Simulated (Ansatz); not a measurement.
Single-point calculation of CH4AlCl3O

CH4AlCl3O, SMILES C[OH+][Al-]([Cl])([Cl])[Cl], computed with RKS PBE0-D4/def2-TZVPP (Ansatz 0.2.0).

The geometry comes from this level: PBE0-D4/def2-TZVP.

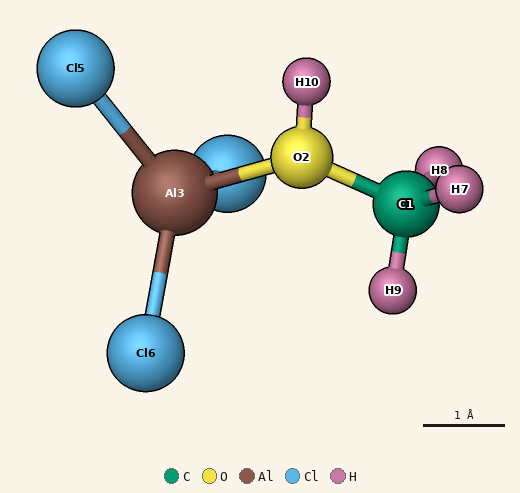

**Figure 1.** The input geometry (ball-and-stick view, seen at a tilt; atoms are numbered from 1 in the order of the input). Sticks mark near contacts.

## Input
```yaml
crystal:
  periodic: [false, false, false]
  atoms:
    - {symbol: C, position_ang: [0.410675, -1.141486, 0.797423]}
    - {symbol: O, position_ang: [0.701486, -0.011073, -0.048757]}
    - {symbol: Al, position_ang: [-0.643288, 1.204609, -0.658440]}
    - {symbol: Cl, position_ang: [-2.116233, -0.101383, -1.419052]}
    - {symbol: Cl, position_ang: [0.538384, 2.201652, -2.092337]}
    - {symbol: Cl, position_ang: [-1.168670, 2.206730, 1.112088]}
    - {symbol: H, position_ang: [1.342501, -1.508515, 1.224433]}
    - {symbol: H, position_ang: [-0.101106, -1.915075, 0.225895]}
    - {symbol: H, position_ang: [-0.237542, -0.768342, 1.586901]}
    - {symbol: H, position_ang: [1.356892, -0.218418, -0.725155]}
basis:
  gaussian: {orbitals: def2-TZVPP}
hamiltonian: {xc: pbe0, dispersion: d4}
output: {orbitals: {seedname: orbitals}}
```

Machine: 4 threads of Arm Neoverse V2, 23 GiB of memory available, shared host.

Launch command:
```bash
ansatz run in.yaml --threads 4 --pin off --events-out ev --progress --plain --max-ram 11315MiB
```

## What the program printed
```
Functional definition: PBE0
  name "PBE0"
  cite "Adamo & Barone, J. Chem. Phys. 110, 6158 (1999) doi:10.1063/1.478522"
  cite "Perdew, Burke & Ernzerhof, Phys. Rev. Lett. 77, 3865 (1996) doi:10.1103/PhysRevLett.77.3865"
  parent pbe
  parameter a = 0.25
  parameter kappa = 0.804
  parameter beta = 0.06672455060314922
  exchange = (1 - a)*pbe_x(kappa = kappa, mu = beta*pi^2/3) + a*exact_x
  correlation = pbe_c(beta = beta)
1842 factors; their error is unknown
mean field evaluation 1: about -47300.5956 eV, gradient 4.6e1 eV
mean field evaluation 2: about -47299.6542 eV, gradient 5.3e1 eV
mean field evaluation 4: about -47304.6007 eV, gradient 1.9e0 eV
mean field evaluation 8: about -47304.6074 eV, gradient 4.0e-2 eV
mean field evaluation 16: about -47304.7135 eV, gradient 3.6e-5 eV
mean field -47304.71354501 eV, -1738.4161584926 hartree, gradient 3.6e-5 eV, S^2 0.000000; 0 other end points of the search recorded, 0 dependent functions left out
reference -47304.71357816 eV, -1738.4161597110 hartree; 41, 41 occupied and 245, 245 virtual orbitals, 1842 factors
Total energy: -47304.98233685 eV, -1738.4260364105 hartree
```

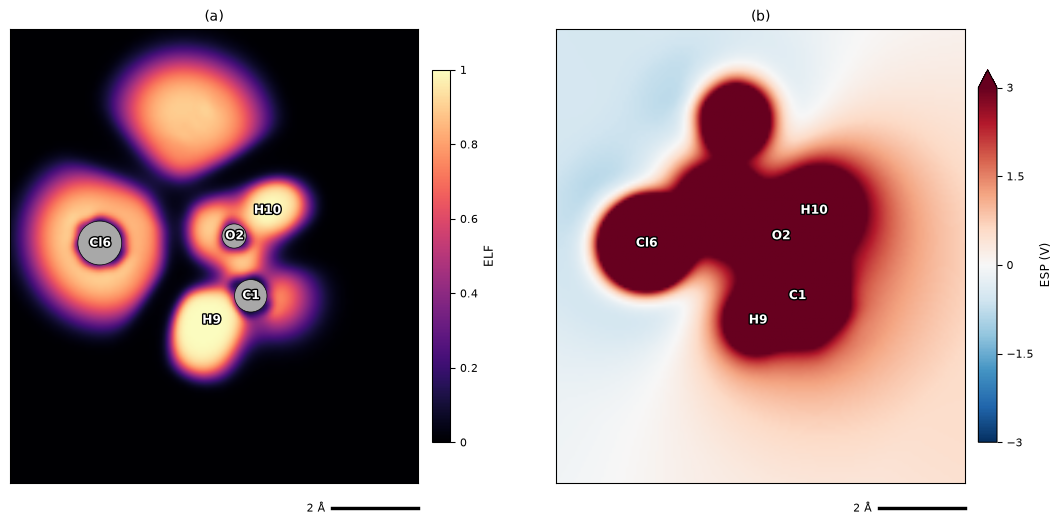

**Figure 2.** (a) ELF; (b) electrostatic potential on the plane of atoms C1, O2 and H10. Grey discs, where drawn, cover atomic cores. The section cuts through C, O, Cl and H sites. C–H (1.09 Å): the ELF climbs to about 1 towards the hydrogen (a covalent bond by its length).

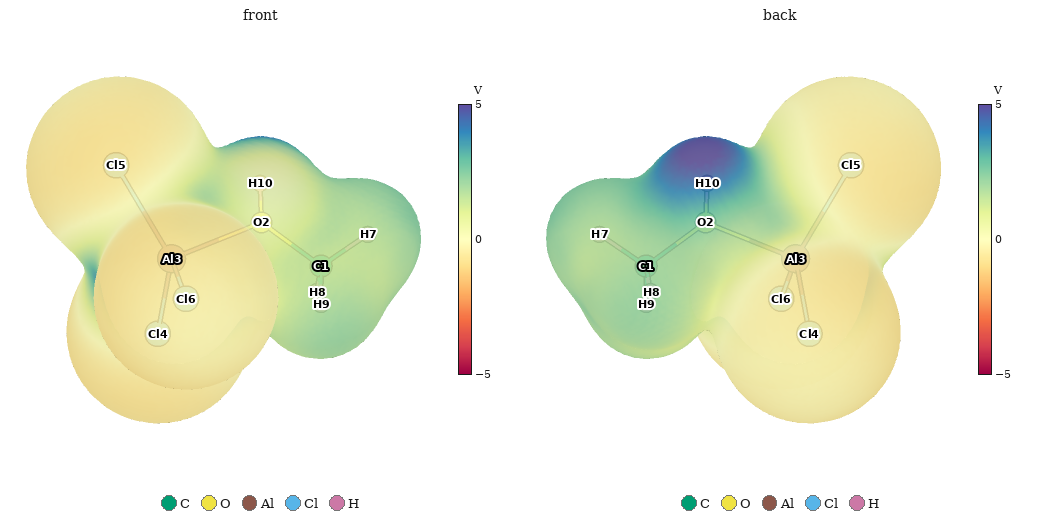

**Figure 3.** The molecular electrostatic potential painted on the density surface at 0.004 e/bohr³, seen at a tilt and from behind; red is negative and blue positive. A positive charge is drawn to the negative regions and a negative charge to the positive ones.

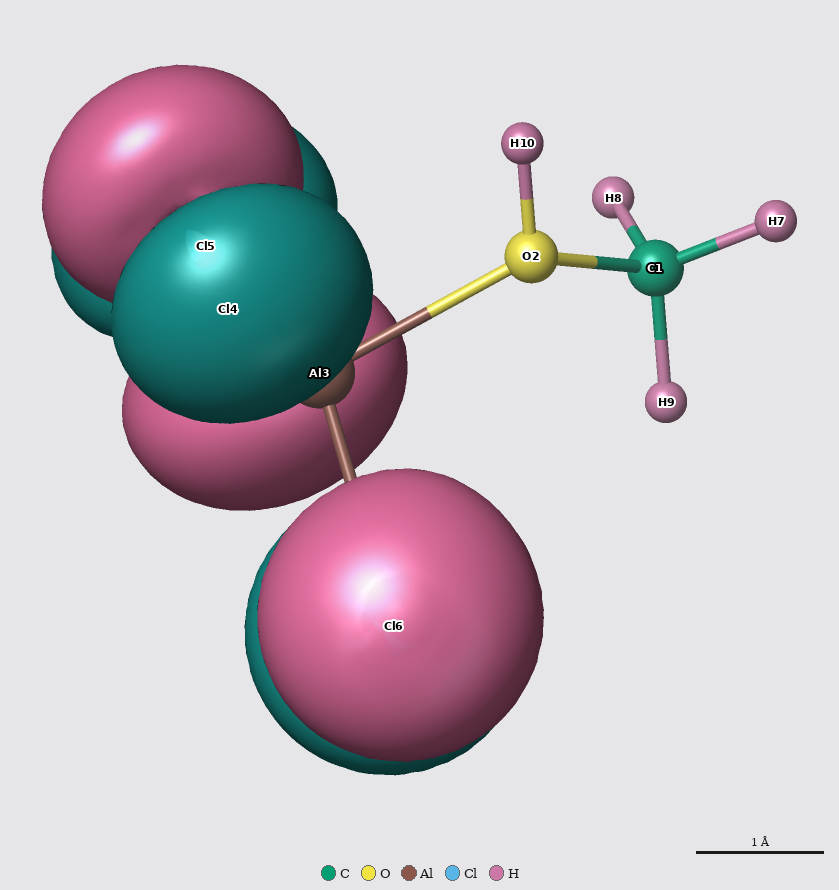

**Figure 4.** One frontier orbital at ±0.08 Å⁻³ᐟ² (teal and pink are the two phases), seen at a tilt. The HOMO, at −8.55 eV.

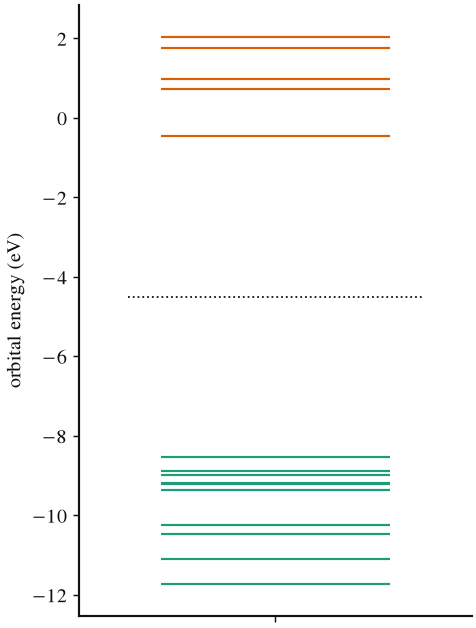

**Figure 5.** Orbital energies near the frontier; the dotted line parts filled from empty levels, and levels within 0.02 eV of each other stand side by side. Highest filled −8.55 eV, lowest empty −0.46 eV, 8.09 eV apart.

## Key numbers

| quantity | value |
| --- | --- |
| outcome | converged |
| total energy | −47304.9823 eV |
| mean-field energy | −47304.7136 eV |
| dispersion energy | −0.2688 eV |
| SCF solution under orbital rotations | stable |
| HOMO | −8.55 eV |
| LUMO | −0.46 eV |
| wall time | 6.5 s (CPU time 24 s) |
| peak memory | 1.1 GiB |
